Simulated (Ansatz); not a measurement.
System: FH$_{5}$N$_{2}$STi.

The calculation's input:

```
crystal:
  periodic: [false, false, false]
  atoms:
    - { symbol: Ti, position_ang: [-0.319328, 0.037032, -0.359862] }
    - { symbol: F, position_ang: [2.90746, -0.975565, 0.393199] }
    - { symbol: S, position_ang: [0.597449, -0.666381, -2.089565] }
    - { symbol: H, position_ang: [2.66696, -1.065225, -0.468799] }
    - { symbol: "N", position_ang: [-0.29146, 1.866846, -0.006799] }
    - { symbol: "N", position_ang: [-1.431423, -1.114829, 0.596414] }
    - { symbol: H, position_ang: [0.192791, 2.543797, -0.572235] }
    - { symbol: H, position_ang: [-0.758079, 2.341272, 0.747715] }
    - { symbol: H, position_ang: [-1.949164, -0.899631, 1.431611] }
    - { symbol: H, position_ang: [-1.615107, -2.067215, 0.328122] }
basis:
  gaussian: { orbitals: def2-SVP }
hamiltonian:
  xc: hf
relax:
  f_tol: 0.03
  max_steps: 50
output:
  orbitals: {}
```

Launched as:

```sh
ansatz run input.yaml --threads 2 --pin off --max-ram 3072MiB --backend cpu --events-out ev --progress --plain --runs-dir out
```

The fields are those of the relaxed geometry.

All numbers below come from RHF/def2-SVP (Ansatz 0.2.0).

### What can the converged electron density and electron localisation function tell about the bonding?

Ti–N (1.87 Å): the density is about 0.96 e/Å³ at the midpoint; the ELF peaks at about 0.90 in the valence shell of N, 0.6 Å from its nucleus, and is about 0.30 at the midpoint.
Ti–S (2.09 Å): ρ at the midpoint is about 0.9 e/Å³; the ELF peaks at about 0.80 in the valence shell of S, 0.8 Å from its nucleus, and is about 0.50 at the midpoint.
N–H (1.00 Å): the density is about 2.8 e/Å³ at the midpoint; the ELF climbs to about 1 towards the hydrogen, as it does in any bond to H (a covalent bond by its length).

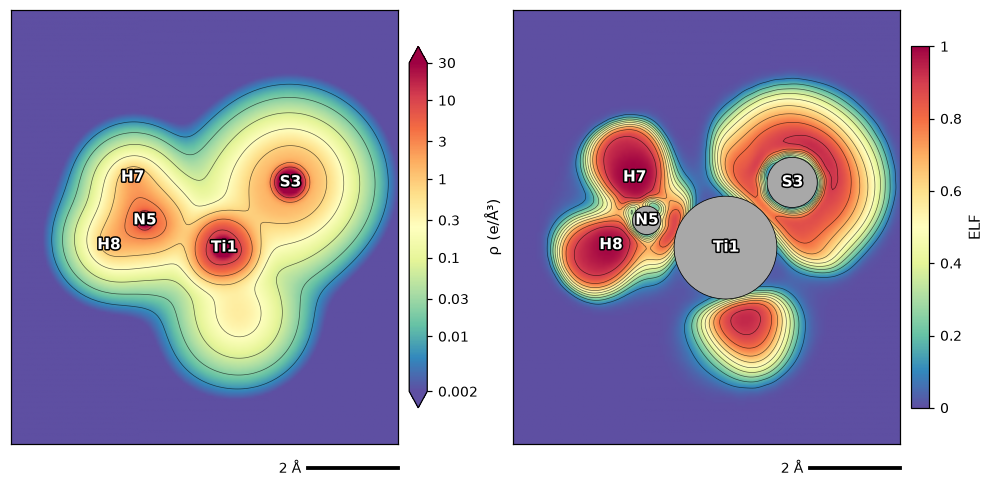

Computed electron density and electron localisation function on the plane of atoms S3, Ti1 and N5, in this order. Grey discs cover the atomic cores in the ELF map. 
